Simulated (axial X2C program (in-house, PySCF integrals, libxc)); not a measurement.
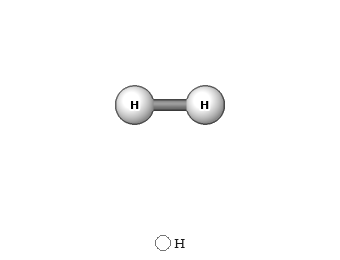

The molecule at the reference distance of 0.744 Å.

# H₂: relativistic diatomic calculation

H₂, single determinant with M_S = 0 and |Λ| = 0. Computed at this level: PBE0, spin-free X2C-1e, H dyall-v3z (cores contracted) (axial X2C program (in-house, PySCF integrals, libxc)).

## The input
```
{"zs": [1, 1], "q": 0, "bas": ["dyall-v3z", "dyall-v3z"], "levels": ["PBE0", "HF", "B3LYP", "LDA"], "cc": false, "r0": 0.64, "npts": 10, "nst": 2, "ntry": 6, "opt": {"nrad": 30, "nth": 14}}
```

The line is the task of a batch: nuclear charges, charge, bases, the levels to run, a first guess of the distance and further settings. This report covers PBE0 without spin-orbit coupling. The log is that of the reference distance 0.744 Å, started from orbitals converged before.

Hardware: 1 thread of Arm Neoverse N1, 98 GiB of memory available, shared host.

Launched within a batch (the task file carries these settings):
```bash
python <driver script> task.json out
```

## The program's output
```
spin-free X2C-1e  PBE0
basis functions 34  fitting functions 190  grid points 588
iter        total energy     max residual
   1         -1.168984179     1.47e-06
   2         -1.168984179     2.20e-07
converged
one-electron -2.50181627  Coulomb 1.31486458  exact exchange -0.16435807  xc functional -0.52893410  nuclear repulsion 0.71125969
```

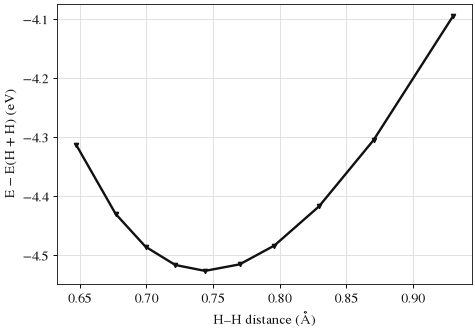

Energy at 10 bond lengths, for one set of occupations held fixed; the line joins the points. A polynomial of degree 6 through 9 points gives rₑ = 0.745 Å, ωₑ = 4418 cm⁻¹, ωₑxₑ = 140 cm⁻¹ and Bₑ = 60.33 cm⁻¹. The minimum lies 4.53 eV below H + H, each computed as one determinant at the same level.

## Outcome

- outcome: converged
- bond length rₑ: 0.745 Å
- ωₑ: 4418 cm⁻¹
- energy at the minimum: −1.16898 hartree
- depth below the fragments: 4.53 eV

## What is odd here

This input holds a deliberate oddity: coarse grid (nrad = 30.0) (nth = 14.0). The program ran to the end. Its numbers are those of the input as typed; this run alone doesn't show how far the oddity moves them.
